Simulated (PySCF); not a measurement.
SMILES O(C)c1ccccc1OC at its GFN2-xTB optimised geometry (Å):

```
20

C     -2.6906    -1.7891     0.0119
O     -1.2880    -1.7178     0.0006
C     -0.7033    -0.4860     0.0000
C     -1.3818     0.7198    -0.0004
C     -0.6849     1.9216    -0.0005
C      0.6917     1.9216     0.0000
C      1.3887     0.7198     0.0000
C      0.7101    -0.4860     0.0000
O      1.2946    -1.7178     0.0006
C      2.6973    -1.7894    -0.0003
H     -3.1276    -1.3231    -0.8782
H     -2.9296    -2.8514     0.0142
H     -3.1123    -1.3220     0.9086
H     -2.4600     0.7400    -0.0008
H     -1.2328     2.8515    -0.0006
H      1.2396     2.8515     0.0005
H      2.4669     0.7397     0.0004
H      2.9368    -2.8515     0.0001
H      3.1254    -1.3235    -0.8940
H      3.1276    -1.3216     0.8927
```

Calculation: PySCF 2.14.0 with CAM-B3LYP/def2-SVP.

Map of the electron localisation function on the plane z = 1.0 Å:

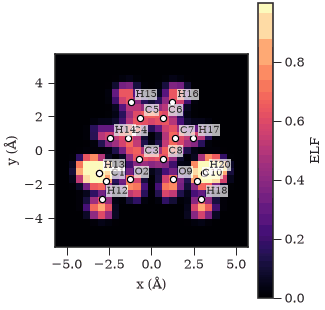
Figure: Electron localisation function on the plane z = 1.0 Å.
